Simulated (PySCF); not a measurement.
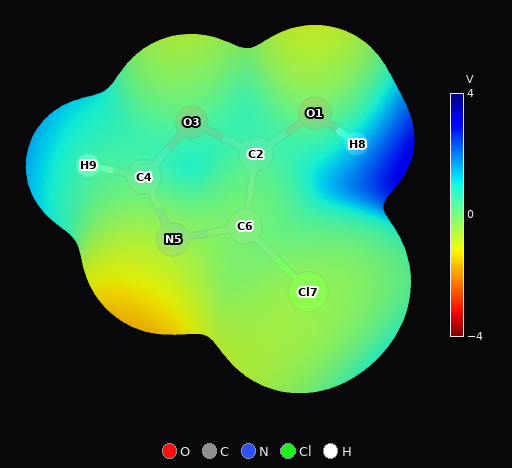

C3H2ClNO2 (SMILES Oc1ocnc1Cl). The molecular electrostatic potential painted on the density surface at 0.002 e/bohr³, seen across its widest extent; red is negative and blue positive.

Geometry: GFN2-xTB.

All numbers below come from PBE0/pcSseg-1, SCF density, gas phase, non-relativistic in PySCF.

```yaml
atoms:
  - { symbol: O, position_ang: [-1.2916, -1.5161, 0.3228] }
  - { symbol: C, position_ang: [-0.3646, -0.5674, 0.1618] }
  - { symbol: O, position_ang: [0.8536, -0.7408, 0.6988] }
  - { symbol: C, position_ang: [1.5388, 0.3713, 0.3634] }
  - { symbol: N, position_ang: [0.8601, 1.2188, -0.3305] }
  - { symbol: C, position_ang: [-0.3688, 0.6447, -0.4781] }
  - { symbol: Cl, position_ang: [-1.6625, 1.3597, -1.3270] }
  - { symbol: H, position_ang: [-2.1062, -1.2387, -0.1176] }
  - { symbol: H, position_ang: [2.5547, 0.4743, 0.6813] }
```

**Where is the surface potential most negative and most positive?**

The most negative region (about −1.7 V) lies over N5, the most positive (about +3.1 V) over H8. Cl7 shows a σ-hole: about +0.8 V at the tip opposite its bond, against about −0.1 V on its flanks. N5 is the likeliest acceptor of a hydrogen bond.

**How polar is the molecule by this calculation?**

Its dipole moment is 1.51 D.
